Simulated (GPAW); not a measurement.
# Polarising Mo2N(OH)2 MXene monolayer with a field along the normal

The dipole of the cell at several fields, atoms fixed. What does the strongest field give, and what length does the slope stand for?

Set-up. GPAW 26.7.0, plane waves (500 eV), PAW setups, PBE, 12×12 mesh, a dipole layer in the vacuum; geometry relaxed without an applied field with GPAW. The cell's area is 6.76 Å², and e/ε0 = 180.95 V Å.

Results, with one row withheld:

```tsv
field (V/Å)	dipole (e Å)
−0.2	−0.1027
−0.1	−0.0513
−0.05	−0.0257
0.05	0.0257
0.1	0.0513
0.2	0.1027
0.3	?
```

To predict: What is the dipole at 0.3 V/Å?

A: A line through the 6 points has the slope α = 0.513 e Å per V/Å and the intercept p₀ = 0.0000 e Å (r.m.s. residual 3.1e−05). At 0.3 V/Å it gives p = 0.0000 + 0.513 × 0.3 = 0.1540 e Å; the run gives 0.1543 e Å, so the response stays linear to 0.2 % of the induced part. Dividing by ε0 and the area: α/(ε0 A) = 0.513 × 180.95 / 6.76 = 13.75 Å, against 7.75 Å between the outer nuclei.

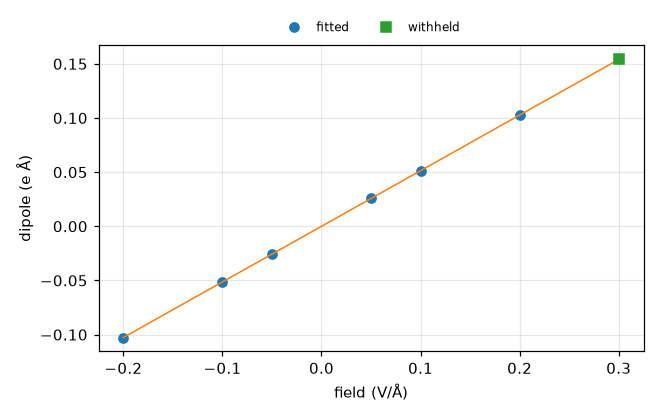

The line and the withheld run.

**Limits.** This is the electronic response alone; ions that move would add to it in polar layers. No run was spin-polarised, so magnetic states weren't tested.

[Logs are printed without paths, hosts, clocks, repeated set-up lines and the standing remarks that a program may print on its own settings, such as how far it seeks lower states.]
